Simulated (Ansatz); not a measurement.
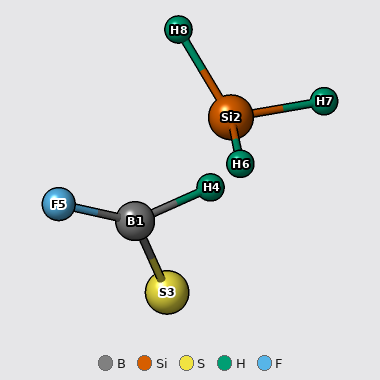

The system is the reacting system BFH4SSi (fragments BFH₄SSi where the first distance is long, BFS + H₄Si where the second is long); the picture shows the reference structure. 
- Coordinates scanned: (1) distance Si2–H4 (bond that forms); (2) distance B1–Si2 (bond that breaks).
- Relaxed at each point: all other coordinates.
- The grid has 12 × 12 points.
- Points are written as (first, second).
- Energies are in kJ/mol, from the lowest grid point.
- Energies and slopes of some neighbouring points disagree (a jump in structure or state, or too coarse a mesh). The reference is spin-restricted, so regions where a bond is pulled apart into radicals lie too high.
- Level of theory: Ansatz, RKS PBE-D4/def2-SVP.

Its coordinates:

```xyz
8

B    -0.8923    0.8960    0.0643
Si    0.6706   -0.7661    0.1503
S    -1.4457    1.6071   -1.4009
H    -0.0081    0.6294   -0.9026
F    -1.1158    1.0611    1.3774
H    -0.2424   -1.8717    0.5986
H     1.3852   -1.1805   -1.1053
H     1.6484   -0.3753    1.2183
```

Range: distance Si2–H4 (bond that forms) from 1.278 to 2.778 Å; distance B1–Si2 (bond that breaks) from 1.755 to 3.555 Å.

**What will the energy surface look like?**

The lowest grid point is at (2.778 Å, 2.964 Å). It lies at the edge of the scanned range, so the true minimum may lie outside. The highest grid point, (2.285 Å, 3.555 Å), lies 323 kJ/mol above the lowest.

| second ↓, first → | 1.278 | 1.353 | 1.456 | 1.574 | 1.702 | 1.838 | 1.981 | 2.131 | 2.285 | 2.445 | 2.610 | 2.778 |
| --- | --- | --- | --- | --- | --- | --- | --- | --- | --- | --- | --- | --- |
| 3.555 | 174 | 139 | 117 | 118 | 138 | 170 | 209 | 253 | 323 | 261 | 202 | 152 |
| 3.353 | 175 | 140 | 119 | 121 | 141 | 185 | 198 | 270 | 211 | 156 | 110 | 73 |
| 3.156 | 179 | 144 | 122 | 124 | 161 | 281 | 226 | 169 | 119 | 78 | 45 | 22 |
| 2.964 | 184 | 149 | 128 | 130 | 246 | 191 | 139 | 93 | 56 | 29 | 10 | 0 |
| 2.778 | 192 | 157 | 136 | 226 | 172 | 122 | 80 | 47 | 24 | 9 | 3 | 4 |
| 2.599 | 203 | 168 | 147 | 172 | 122 | 81 | 52 | 31 | 20 | 16 | 20 | 33 |
| 2.427 | 212 | 177 | 192 | 139 | 99 | 70 | 51 | 42 | 40 | 46 | 41 | 45 |
| 2.263 | 224 | 235 | 178 | 134 | 104 | 84 | 71 | 63 | 59 | 58 | 60 | 59 |
| 2.110 | 122 | 240 | 188 | 149 | 123 | 106 | 94 | 88 | 85 | 84 | 80 | 72 |
| 1.969 | 153 | 262 | 213 | 177 | 154 | 139 | 130 | 124 | 119 | 115 | 112 | 100 |
| 1.845 | 204 | 304 | 256 | 222 | 201 | 185 | 175 | 170 | 168 | 169 | 161 | 149 |
| 1.755 | 263 | 257 | 231 | 225 | 240 | 231 | 226 | 225 | 227 | 232 | 215 | 208 |

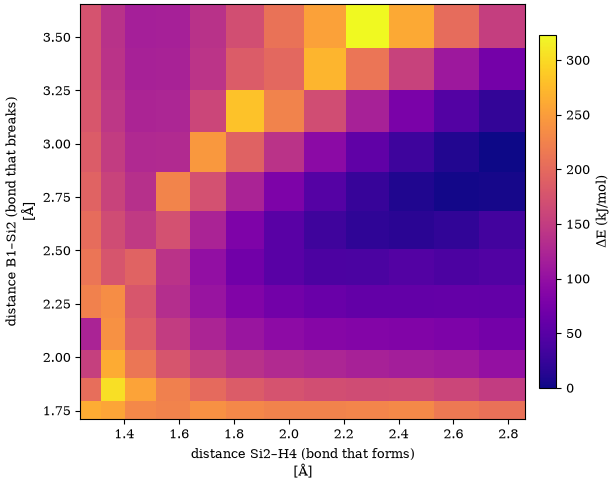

The picture shows one coloured cell a grid point.

Time for the 144 points that were run: 42 min on 1 thread of Arm Neoverse V1, on a shared host.
